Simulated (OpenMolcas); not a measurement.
Single-point calculation, with input and output: CH2P2

- system: CH2P2, SMILES P#CP
- method: ACPF/ANO-RCC-MB, RHF, BSS (OpenMolcas 26.06)

The run did not end well. The geometry comes from this level: GFN2-xTB.

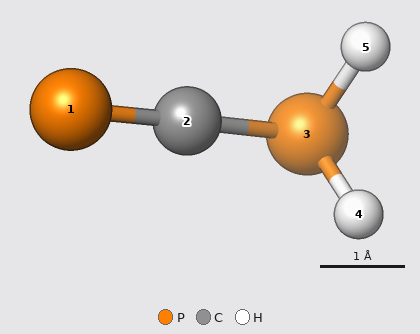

Figure 1. The structure (ball-and-stick view, seen at a tilt; atoms are numbered from 1 in the order of the input). Bond lengths as drawn: C–P 1.56 to 1.75 Å and H–P 1.40 Å.

Input file
```
* CH2P2 ACPF
&GATEWAY
Coord
5
angstrom
P       -0.184270      -1.526160       1.855470
C       -0.179400      -0.463280       0.711510
P       -0.345190       0.838030      -0.445400
H       -0.313860       0.025160      -1.585910
H        1.022730       1.126250      -0.535670
Basis = ANO-RCC-MB
Group = NoSym
RBSS
&SEWARD
Expert
&SCF
Charge = 1
PrOrbitals = 1 1
&MOTRA
Frozen = 11
&GUGA
Electrons = 16
Spin = 1
Inactive = 8
Active = 0
CIAll = 1
&CPF
ACPF
```

Run on 1 thread of Arm Neoverse V2, 24 GiB of memory available, shared host.

Launch command:
```bash
export MOLCAS_MEM=1860
pymolcas run.input > run.log
```

Output
```
--- Start Module: gateway ---

                                              &GATEWAY

                       available to each process: 1.9 GB of memory, 1 thread

++    Symmetry information:
      ---------------------

                    Character Table for C1

                             E
                    a        1  x, y, xy, Rz, z, xz, Ry, yz, Rx, I
--

++    Basis set information:
      ----------------------

      Basis set label: P.ANO-RCC...3S2P.

      Electronic valence basis set:
      ------------------
      Associated Effective Charge  15.000000 au
      Associated Actual Charge     15.000000 au
      Nuclear Model: Point charge

      Shell  nPrim  nBasis  Cartesian Spherical Contaminant
         s      17       3        X
         p      12       2        X

      Basis set label: C.ANO-RCC...2S1P.

      Electronic valence basis set:
      ------------------
      Associated Effective Charge   6.000000 au
      Associated Actual Charge      6.000000 au
      Nuclear Model: Point charge

      Shell  nPrim  nBasis  Cartesian Spherical Contaminant
         s      14       2        X
         p       9       1        X

      Basis set label: P.ANO-RCC...3S2P.

      Electronic valence basis set:
      ------------------
      Associated Effective Charge  15.000000 au
      Associated Actual Charge     15.000000 au
      Nuclear Model: Point charge

      Shell  nPrim  nBasis  Cartesian Spherical Contaminant
         s      17       3        X
         p      12       2        X

      Basis set label: H.ANO-RCC...1S.

      Electronic valence basis set:
      ------------------
      Associated Effective Charge   1.000000 au
      Associated Actual Charge      1.000000 au
      Nuclear Model: Point charge

      Shell  nPrim  nBasis  Cartesian Spherical Contaminant
         s       8       1        X
--

++    Molecular structure info:
      -------------------------

                    ************************************************
                    **** Cartesian Coordinates / bohr, angstrom ****
                    ************************************************

     Center  Label                x              y              z                     x              y              z
        1      P1              -0.348220      -2.884024       3.506330             -0.184270      -1.526160       1.855470
        2      C2              -0.339017      -0.875472       1.344559             -0.179400      -0.463280       0.711510
        3      P3              -0.652315       1.583647      -0.841684             -0.345190       0.838030      -0.445400
        4      H4              -0.593109       0.047546      -2.996936             -0.313860       0.025160      -1.585910
        5      H5               1.932680       2.128304      -1.012270              1.022730       1.126250      -0.535670

                    ***************************************
                    *    InterNuclear Distances / bohr    *
                    ***************************************

               1 P1            2 C2            3 P3            4 H4            5 H5
    1 P1       0.000000
    2 C2       2.950868        0.000000
    3 P3       6.241618        3.305311        0.000000
    4 H4       7.137684        4.445796        2.647305        0.000000
    5 H5       7.123460        4.442738        2.647252        3.827279        0.000000

                    *******************************************
                    *    InterNuclear Distances / angstrom    *
                    *******************************************

               1 P1            2 C2            3 P3            4 H4            5 H5
    1 P1       0.000000
    2 C2       1.561532        0.000000
    3 P3       3.302922        1.749095        0.000000
    4 H4       3.777100        2.352614        1.400893        0.000000
    5 H5       3.769573        2.350996        1.400866        2.025309        0.000000

                    **************************************
                    *    Valence Bond Angles / degree    *
                    **************************************
                          Atom centers                 Phi
                      4 H4       3 P3       5 H5        92.58
--

            Nuclear Potential Energy            112.27777614 au

--- Stop Module: gateway /rc=_RC_ALL_IS_WELL_ ---

--- Start Module: seward ---

                                              &SEWARD

                       available to each process: 1.9 GB of memory, 1 thread

 ###############################################################################
 ###    WARNING:  EXPERT option is ON!                                       ###
 ###############################################################################
               SEWARD will generate:
                  Multipole Moment integrals up to order  2
                  Kinetic Energy integrals
                  Nuclear Attraction integrals (point charge)
                  One-Electron Hamiltonian integrals
                  Velocity integrals
                  Relativistic BSS integrals
                  Orbital angular momentum around ( -0.4437  -0.6397   1.2457 )
                  Velocity quadrupole around ( -0.4437  -0.6397   1.2457 )
                  Atomic mean-field integrals
                  Two-Electron Repulsion integrals

                   Integrals are discarded if absolute value <: 1.00E-14
                   Integral cutoff threshold is set to       <: 1.00E-16

            Nuclear Potential Energy            112.27777614 au

      Basis set specifications :
      Symmetry species         a
      Basis functions           25

--- Stop Module: seward /rc=_RC_ALL_IS_WELL_ ---
--- Module seward spent 1 second ---

--- Start Module: scf ---

                                                &SCF

                       available to each process: 1.9 GB of memory, 1 thread

++    Input section:
      --------------

      Header of the integral files:

      Cartesian coordinates in angstrom:
      -----------------------------------------------------
      No.  Label        X            Y            Z
      -----------------------------------------------------
       1   P1        -0.18427000  -1.52616000   1.85547000
       2   C2        -0.17940000  -0.46328000   0.71151000
       3   P3        -0.34519000   0.83803000  -0.44540000
       4   H4        -0.31386000   0.02516000  -1.58591000
       5   H5         1.02273000   1.12625000  -0.53567000
      -----------------------------------------------------
      Nuclear repulsion energy =  112.27777614
--

++    Orbital specifications:
      -----------------------

      Symmetry species               1
                                     a
      Frozen orbitals                0
 WrInp: Error in definition of molecular charge!
 Current implementation only allows double occupations.
 Tot_Charge    :   1.0000000000000000
 Tot_El_Charge :  -37.000000000000000
 Tot_Nuc_Charge:   38.000000000000000

--- Stop Module: scf /rc=-6 ---

.########################.
.# Non-zero return code #.
.########################.

    Timing: Wall=2.14 User=1.13 System=0.36
```

What the run reported

```csv
quantity,value
outcome,ended with an error
basis functions,25
wall time,2.4 s
peak memory,0.37 GiB
```

Some settings of this run were drawn to be unusual or wrong (dq set to 1 (from default)). The run ended with an error.
